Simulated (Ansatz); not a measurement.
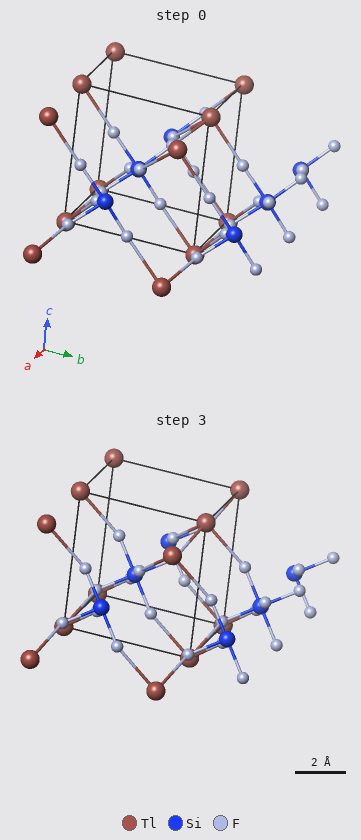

The structure of solid TlSiF₆ (a generated structure, set up in P1) (coarse preliminary run) before (top) and after (bottom) a relaxation, at one scale.

A ball-and-stick model of the cell of the calculation, reduced to other axes, repeated 2 × 2 × 1 with one cell outlined, seen slightly off an axis. Lengths and directions refer to the drawn axes.

The calculation used Ansatz, DFT PBE, scalar-relativistic, plane waves, PAW. (plane-wave cutoff 420 eV; k-point mesh 6 × 6 × 6; occupations gaussian; smearing width 0.2 eV; no spin polarisation; cell and atoms relaxed; force threshold 0.025 eV/Å; at most 60 steps)

Question: What changed between the two?

Answer: The run was cut off at its time limit before the relaxation converged, so the last structure is only a point on the way. The largest move relative to the cell is that of an F atom, 0.42 Å along [1 −2 −2]. By element the largest moves are F 0.42 Å, Si 0.07 Å, Tl 0.07 Å. The volume changes by −4.3 %, with a 5.572 → 5.609 Å (+0.7 %), b 5.767 → 5.646 Å (−2.1 %), c 5.794 → 5.721 Å (−1.3 %), α 92.8° → 91.9°, β 117.7° → 118.5°, γ 118.8° → 119.7°. Among the contacts that change: F–Tl 2.612 → 2.428 Å, F–Tl 2.314 → 2.444 Å, F–Si 1.807 → 1.717 Å, F–Tl 2.515 → 2.442 Å. Among the angles between lasting bonds that change: Tl–F–Si 176.7° → 157.4°, Tl–F–Si 174.3° → 157.4°, F–Si–F 170.5° → 179.9°. The space group (tolerance 0.01 Å) goes from P1 (No. 1) to P-1 (No. 2). The energy falls by 32.0 meV per atom in 3 geometry steps. Largest force component: 1.5 eV/Å at the start, 0.044 eV/Å at the end. The pressure goes from −1.17 to −0.01 GPa. Cost: 9.7 min on 1 thread of Intel(R) Xeon(R) Processor @ 2.50GHz (Skylake/Cascade Lake) (shared host), peak memory 0.69 GiB.
